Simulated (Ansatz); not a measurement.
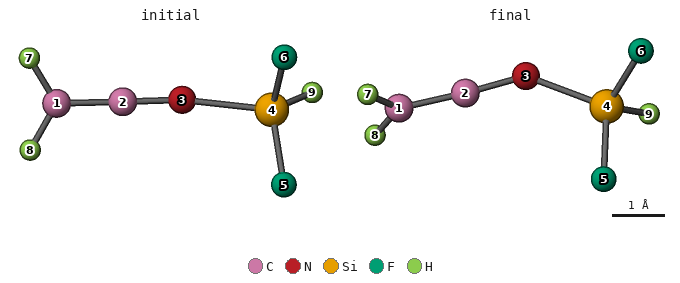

The structure of C₂H₃F₂NSi (coarse preliminary run) before (left) and after (right) a relaxation, at one scale.

A ball-and-stick model, seen at a tilt.

The start comes from a force field.

All numbers below come from RKS PBE-D4/def2-SVP in Ansatz. Settings: force threshold 0.03 eV/Å; at most 200 steps.

What changed between the two?

Answer. After 14 accepted moves (16 points after the start) the energy has fallen by 13.7 kcal/mol. The largest force component goes from 5.6 to 0.015 eV/Å. The line search rejected the trial steps at points 5, 9 of the run. H7 moves most after the best rigid fit: 0.90 Å. By element the largest moves are H 0.90 Å, F 0.52 Å, N 0.47 Å, C 0.18 Å, Si 0.12 Å. Some distances before and after: Si4–H9 1.405 → 1.483 Å, C2–N3 1.159 → 1.227 Å, Si4–F5 1.558 → 1.625 Å, N3–Si4 1.795 → 1.729 Å. Among the angles between lasting bonds that change: C2–N3–Si4 163.4° → 140.4°, N3–Si4–F5 108.3° → 112.4°, N3–Si4–F6 103.8° → 107.0°.
